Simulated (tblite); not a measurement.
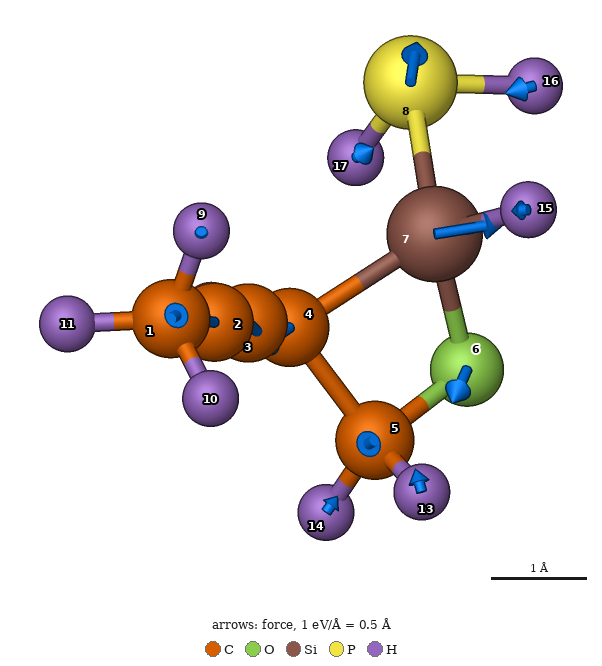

Starting geometry of C5H9OPSi with the computed forces as blue arrows. The picture is a ball-and-stick view, seen from a free direction.

The calculation used GFN2-xTB geometry optimisation, gas phase in tblite 0.8.0. 

**What follows when this structure is relaxed?**

It isn't relaxed: the largest force vector, on a C atom, is 2.55 eV/Å. The final displacements have little in common with the starting forces (cosine between the two patterns 0.21). The energy falls by 39.7 kJ/mol in 172 geometry steps. The atom that moves furthest after the best rigid fit is an H atom (2.05 Å). By element the largest moves are H 2.05 Å, P 0.80 Å, O 0.34 Å, Si 0.28 Å, C 0.22 Å. Some distances before and after: C–Si 1.862 → 1.928 Å, P–Si 2.186 → 2.235 Å, H–P 1.417 → 1.383 Å, C–C 1.478 → 1.448 Å. Bond angles that change, for instance: C–Si–H 118.1° → 112.5°, C–O–Si 92.6° → 96.7°, Si–P–H 97.3° → 93.3°. Groups turn about P–Si by about 110°. The run took 2.6 s on 1 thread of Arm Neoverse N1 (shared host).
